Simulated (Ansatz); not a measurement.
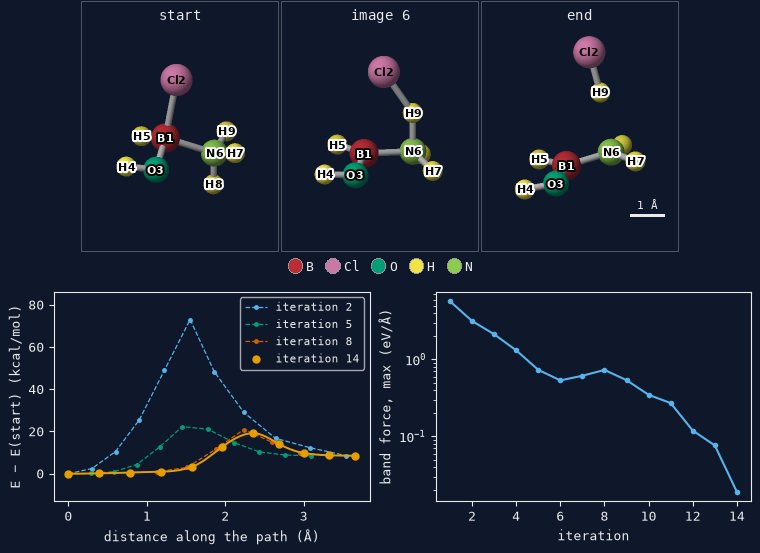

A search for the minimum-energy path of BNH5OCl by the nudged elastic band. Images are numbered from 0 (start) to 10 (end). The plot follows the band through its iterations. A ball-and-stick model, seen at a tilt.

The calculation used Ansatz, RKS PBE0-D4/def2-SVP. Run with 9 movable images; climbing image; force threshold 0.03 eV/Å; iteration limit 60; starting path through a guess of the saddle point.

### Judge this run.

The result is final at these settings. The band converged in 14 iterations. The largest component of the band force went from 5.7 to 0.019 eV/Å. The climbing image converged on the top of the path. Its vibrational analysis gives one imaginary mode (684i cm⁻¹), as a transition state must have. The first iteration put the highest image at 143.8 kcal/mol. Forward barrier 19.2 kcal/mol, backward barrier 10.7 kcal/mol, with image 6 at the top; the reaction energy is +8.5 kcal/mol.
